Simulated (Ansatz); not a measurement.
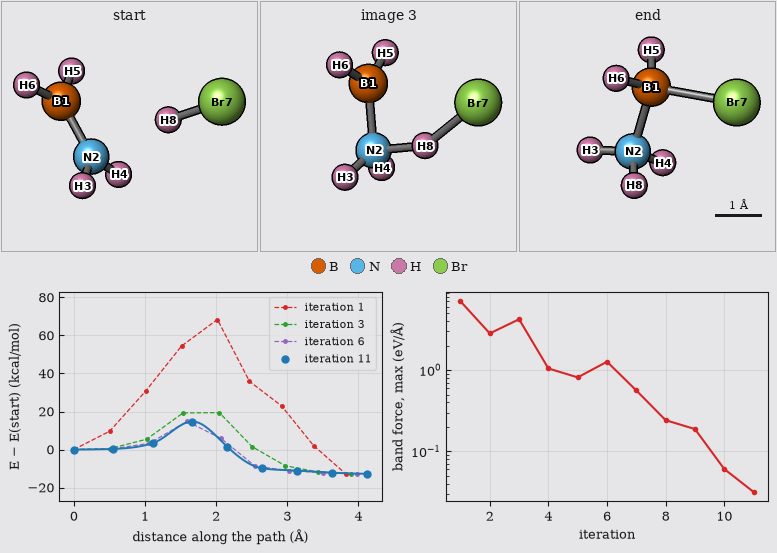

A nudged-elastic-band calculation for BNH5Br. Images are numbered from 0 (start) to 8 (end). The plot follows the band through its iterations. A ball-and-stick model, seen from a free direction.

Computed with RKS B3LYP-D4/def2-SVP in Ansatz. Set-up: 7 movable images; climbing image; force threshold 0.05 eV/Å; iteration limit 60; spring constant 20.0 eV/Å²; starting path through a guess of the saddle point.

Judge this run.

Answer. The run is converged, with reservations. The band converged in 11 iterations. The largest component of the band force went from 7 to 0.032 eV/Å. The climbing image converged on the top of the path. Its curvatures weren't checked. The first iteration put the highest image at 68.4 kcal/mol. Forward barrier 14.7 kcal/mol, backward barrier 27.4 kcal/mol, with image 3 at the top; the reaction energy is −12.7 kcal/mol.

The run took 2.1 min on 2 threads of Arm Neoverse V2 (shared host), peak memory 0.17 GiB.
